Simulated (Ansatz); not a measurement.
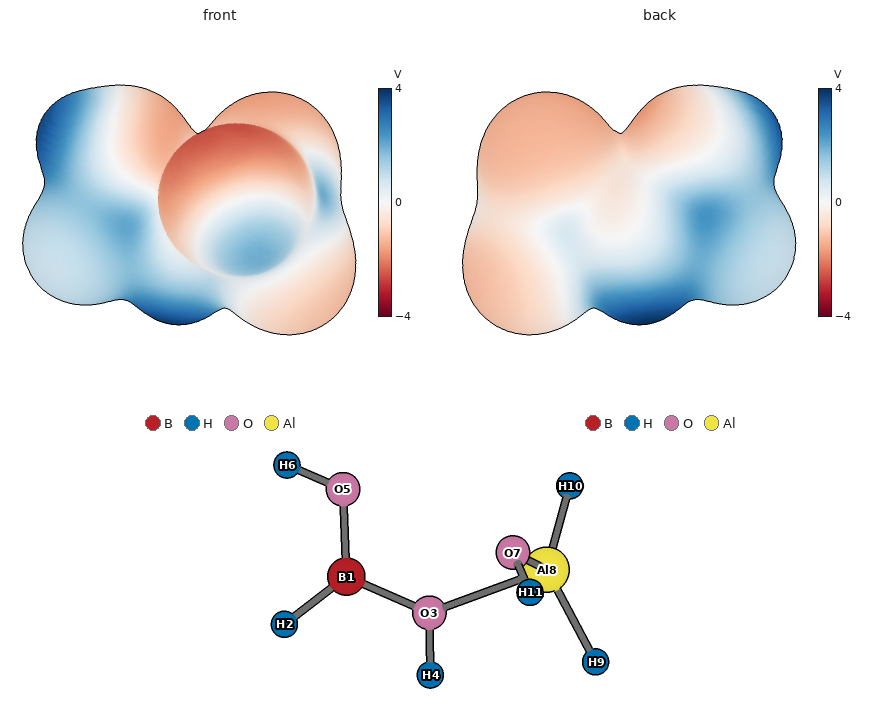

Figure 1: AlBH6O3. The electrostatic potential painted on the density surface at 0.002 e/bohr³, seen from the front and from behind; the colour scale runs from red (negative) to blue (positive). The bare structure is drawn below in the same view.

Theory: RHF/6-31G* in Ansatz.

The calculation's input:

```
crystal:
  periodic: [false, false, false]
  atoms:
    - { symbol: B, position_ang: [-0.059243, -0.10135, -0.11319] }
    - { symbol: H, position_ang: [-0.344097, -0.99058, 0.632527] }
    - { symbol: O, position_ang: [1.179614, 0.528131, 0.003871] }
    - { symbol: H, position_ang: [1.826234, -0.007373, 0.451689] }
    - { symbol: O, position_ang: [-0.881077, 0.328836, -1.078775] }
    - { symbol: H, position_ang: [-1.769229, -0.017831, -1.018924] }
    - { symbol: O, position_ang: [-0.592896, 1.088231, 2.141531] }
    - { symbol: Al, position_ang: [0.883648, 1.89028, 1.734807] }
    - { symbol: H, position_ang: [2.220433, 1.332076, 2.384392] }
    - { symbol: H, position_ang: [0.744099, 3.405624, 1.317267] }
    - { symbol: H, position_ang: [-0.615885, 0.111656, 2.135806] }
basis:
  gaussian: { orbitals: "6-31G*" }
hamiltonian:
  xc: hf
relax:
  f_tol: 0.03
  max_steps: 50
output:
  orbitals: {}
```

Run with:

```sh
ansatz run input.yaml --threads 1 --pin off --max-ram 2048MiB --backend cpu --events-out ev --progress --plain --runs-dir out
```

The fields are those of the run's last geometry, not of the input's.

### Where is the surface potential most negative and most positive?

The most negative region (about −2.5 V) lies over O7, the most positive (about +3.9 V) over H4. O7 is the likeliest acceptor of a hydrogen bond.
